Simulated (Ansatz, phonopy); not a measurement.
# How CaO (Lime, Fm-3m) expands on warming, part 4 of 4

Wanted: α(T), C_P(T) and B(T) of CaO (Lime) in the quasi-harmonic approximation.

What experiment has found for this phase:
- heat capacity C_P per formula unit 42.2 J/mol/K and bulk modulus 113 GPa near room temperature (given in “High-Throughput Prediction of Finite-Temperature Properties using the Quasi-Harmonic Approximation”, 2016, arXiv:1603.06924)

Ansatz 0.2.0; DFT LDA, scalar-relativistic, plane waves, PAW.

So far, isothermal bulk modulus at 298 K (GPa): step 6 (the quasi-harmonic study, cutoff 550 eV, k-mesh 8×8×8) 120; step 8 (cutoff 487.2 eV, k-mesh 12×12×12) 120. The relaxed cell has a = 4.708 Å (conventional setting).

**10. The quasi-harmonic study, cutoff 487.2 eV, k-mesh 12×12×12 (run 2)**

Thermal expansion follows from how the free energy of the vibrations (and of the electrons in a metal) changes with strain, so the program makes strained cells, their phonons and a fit in one run.

This step: DFT LDA, scalar-relativistic, plane waves, PAW (Ansatz 0.2.0).

input.yaml

```yaml
crystal:
  lattice:
    - [0.0, 2.3539509319, 2.3539509319]
    - [2.3539509319, 0.0, 2.3539509319]
    - [2.3539509319, 2.3539509319, 0.0]
  atoms:
    - { symbol: Ca, position: [0.0, 0.0, 0.0] }
    - { symbol: O, position: [0.5, 0.5, 0.5] }
kpoints:
  mp_grid: { grid: [12, 12, 12] }
hamiltonian:
  xc: lda
scf:
  occupations: { method: fixed }
output:
  eigenvalues: true
phonons:
  method: dfpt
  qmesh: [6, 6, 6]
  temperatures: { t_max: 1200.0, t_step: 50 }
  thermal_expansion: {}
```

Command:

```bash
ansatz run input.yaml --threads 8 --pin off --max-ram 16384MiB --backend cpu --events-out ev --progress --plain --runs-dir out
```

Numbers of over 12 decimals in the logs are rounded to 6 here.

The program printed:

```text
[...]
Crystal: 2 atoms, lattice volume = 26.087 Å³
Basis set: ecut = 487.2 eV, 609 PW (Γ), exchange–correlation on 48×48×48 points (8 copies of the dense FFT grid, shifted against one another)
Bands: 12, of which v1, the nominal top of the filled ones, is band 8 counted from 1 (7 counted from 0)
Symmetry: 48 space group operations
[...]
vibrations' free energy: its fit leaves 0.0009 meV an atom at the most
  the electrons' free energy at temperature is not in it: every band gap is over 1.24 eV
  free energies summed between the sampled wave vectors
[...]
the FFT grids of the static calculations differ: 24 × 24 × 24, 25 × 25 × 25
  band gaps on the cells' k-points are 3.425 to 3.497 eV
[key lines of the parts left out:]
SCF converged after 8 iterations
Free energy (F): -2331.648000 eV
Fermi energy:    7.996216 eV
P = ⅓ Tr σ = -0.0040 GPa (-0.040 kbar)
```

Elapsed: 15 min, on 8 threads of AMD EPYC 7R43, shared host; peak memory 1.8 GiB.

Changing the q-mesh (4×4×4 → 6×6×6) takes the volume expansion at 298 K from 34.9 to 34.9 × 10⁻⁶/K and B_T from 120 to 120 GPa.

**11. Side by side**

Times are for 8 threads of AMD EPYC 7R43, shared host. The runs compared:

| no. | functional | cutoff (eV) | k-mesh | q-mesh | method | pressure (GPa) | volume expansion coefficient at 298 K (1e-6/K) | C_P at 298 K (J/mol-atom/K) | isothermal bulk modulus at 298 K (GPa) | time | memory (GiB) |
| --- | --- | --- | --- | --- | --- | --- | --- | --- | --- | --- | --- |
| 1 | lda | 550 | 8×8×8 | 4×4×4 | dfpt | 0 | 34.95 | 21.28 | 120.2 | 2 min | 0.91 |
| 2 | lda | 487.2 | 12×12×12 | 4×4×4 | dfpt | 0 | 34.93 | 21.28 | 120.2 | 4.9 min | 1.8 |
| 3 | lda | 487.2 | 12×12×12 | 6×6×6 | dfpt | 0 | 34.91 | 21.28 | 120.2 | 15 min | 1.8 |

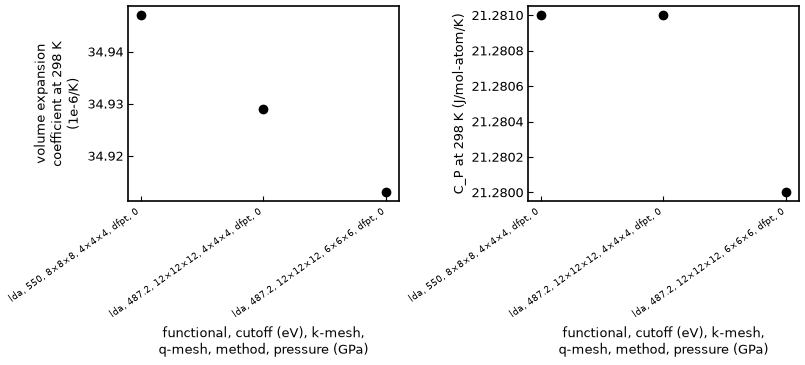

The series as plots.

The runs together, line volume. Table of expansion coefficient, volume by temperature; values in 1e-6/K:

| temperature (K) | lda, 550, 8×8×8, 4×4×4, dfpt, 0 | lda, 487.2, 12×12×12, 4×4×4, dfpt, 0 | lda, 487.2, 12×12×12, 6×6×6, dfpt, 0 |
| --- | --- | --- | --- |
| 0 | 0 | 0 | 0 |
| 150 | 21.9 | 21.8 | 21.8 |
| 298 | 35.0 | 34.9 | 34.9 |
| 350 | 37.1 | 37.1 | 37.1 |
| 500 | 41.3 | 41.3 | 41.3 |
| 650 | 44.5 | 44.5 | 44.5 |
| 800 | 47.6 | 47.6 | 47.6 |
| 900 | 49.8 | 49.8 | 49.8 |
| 1050 | 53.5 | 53.5 | 53.4 |
| 1200 | 57.8 | 57.7 | 57.7 |

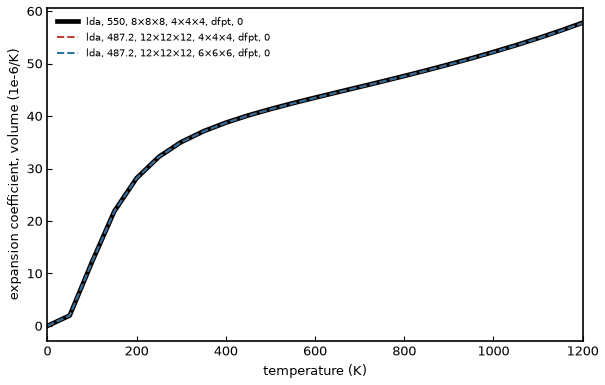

Expansion coefficient, volume, plotted against temperature.

The runs together, line C_P. Table of heat capacity, C_P by temperature; values in J/mol-atom/K:

| temperature (K) | lda, 550, 8×8×8, 4×4×4, dfpt, 0 | lda, 487.2, 12×12×12, 4×4×4, dfpt, 0 | lda, 487.2, 12×12×12, 6×6×6, dfpt, 0 |
| --- | --- | --- | --- |
| 0 | 0 | 0 | 0 |
| 50 | 1.41 | 1.41 | 1.41 |
| 150 | 13.6 | 13.6 | 13.6 |
| 200 | 17.4 | 17.4 | 17.4 |
| 298 | 21.3 | 21.3 | 21.3 |
| 300 | 21.3 | 21.3 | 21.3 |
| 400 | 23.2 | 23.2 | 23.2 |
| 450 | 23.7 | 23.7 | 23.7 |
| 550 | 24.6 | 24.6 | 24.6 |
| 600 | 24.9 | 24.9 | 24.9 |
| 700 | 25.4 | 25.4 | 25.4 |
| 750 | 25.7 | 25.7 | 25.7 |
| 850 | 26.1 | 26.1 | 26.1 |
| 900 | 26.3 | 26.3 | 26.3 |
| 1000 | 26.8 | 26.8 | 26.8 |
| 1050 | 27.0 | 27.0 | 27.0 |
| 1150 | 27.4 | 27.4 | 27.4 |
| 1200 | 27.7 | 27.7 | 27.7 |

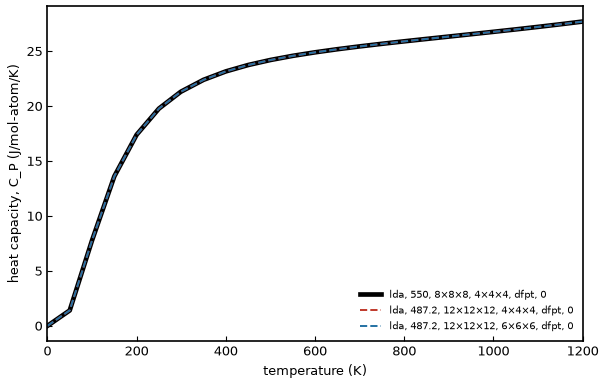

Heat capacity, C_P, plotted against temperature.

**12. Free-energy fit**

This step: DFT LDA, scalar-relativistic, plane waves, PAW (phonopy 4.10.0).

The fit gives a volume expansion of 34.9 × 10⁻⁶/K at 300 K, against 34.9 at 298 K from the study itself, whose static fit uses more cells.

**13. What came out**

```json
{
 "settings of these figures": "LDA, 487.2 eV, k 12×12×12, q 6×6×6",
 "volume expansion coefficient at 298 K": "34.91 1e-6/K",
 "C_P at 298 K": "21.28 J/mol-atom/K",
 "entropy at 298 K": "19.79 J/mol-atom/K",
 "isothermal bulk modulus at 298 K": "120.2 GPa",
 "Grüneisen parameter at 298 K": "1.597",
 "volume at 298 K": "13.22 Å³/atom",
 "principal linear expansion coefficients at 298 K": "11.64, 11.64, 11.64 1e-6/K"
}
```

In words: Near room temperature CaO (Lime) expands by 34.9 × 10⁻⁶/K in volume by LDA, with C_P = 21.3 J/(mol K) per mole of atoms and B_T = 120 GPa. C_P at room temperature is 85 % of the classical 3R an atom, so the stiffest modes are still partly frozen out. A measured bulk modulus near room temperature is 113 GPa (arXiv:1603.06924); the calculated 120 GPa differs by +6 %. The table does not say whether its value is isothermal or adiabatic. A measured heat capacity per formula unit near room temperature is 42.2 J/mol/K (arXiv:1603.06924); the calculated 42.6 J/mol/K differs by +1 %. Changing the q-mesh, k-mesh and cutoff moves the volume expansion at 298 K between 34.9 and 34.9 × 10⁻⁶/K, while the CPU time spans a factor of 7.6. The PAW files were made for PBE and are used here under another functional, for which the program regenerates the frozen cores. The cell of these runs is 6 % smaller in volume than the database cell; frequencies and all that rests on them shift with it.

[Logs are printed without paths, hosts, clocks, repeated set-up lines and the standing remarks that a program may print on its own settings, such as how far it seeks lower states.]

[Hosts, paths, dates, database ids (printed as entryN), source tags and the programs' standing remarks are cut or masked in the printed files.]

[A step with changed settings may run another functional than the one named; its input shows which.]
